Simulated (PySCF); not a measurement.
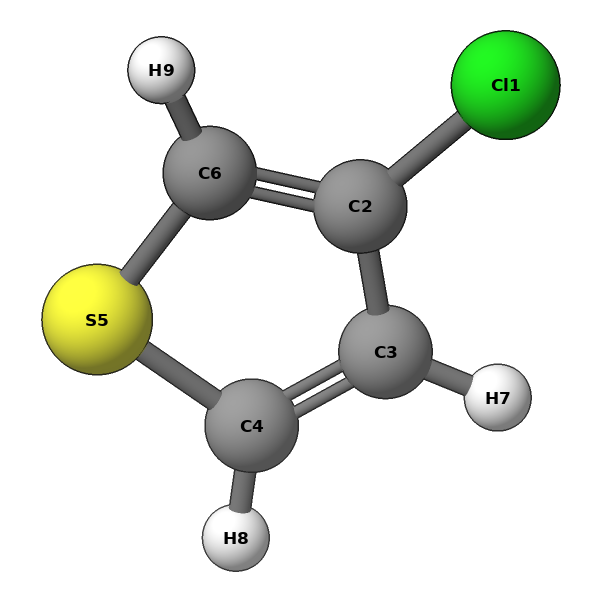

The computed structure is the end point of a PBE0-D3(BJ)/def2-SVP optimisation. No frequency run is at hand to confirm it as a minimum. Level of theory: B3LYP/6-31G* indirect spin-spin coupling, non-relativistic, gas phase (PySCF 2.14.0). Isotopes: 13C, 1H, 33S.

Give the spin–spin coupling constants of these pairs, with the number of bonds between them: C4/S5, C4/C6, C6/H7, H7/H8.

| pair | bonds apart | J (Hz) |
| --- | --- | --- |
| C4, S5 | 1 | −9.2 |
| C4, C6 | 2 | 7.4 |
| C6, H7 | 3 | 6.4 |
| H7, H8 | 3 | 5.1 |
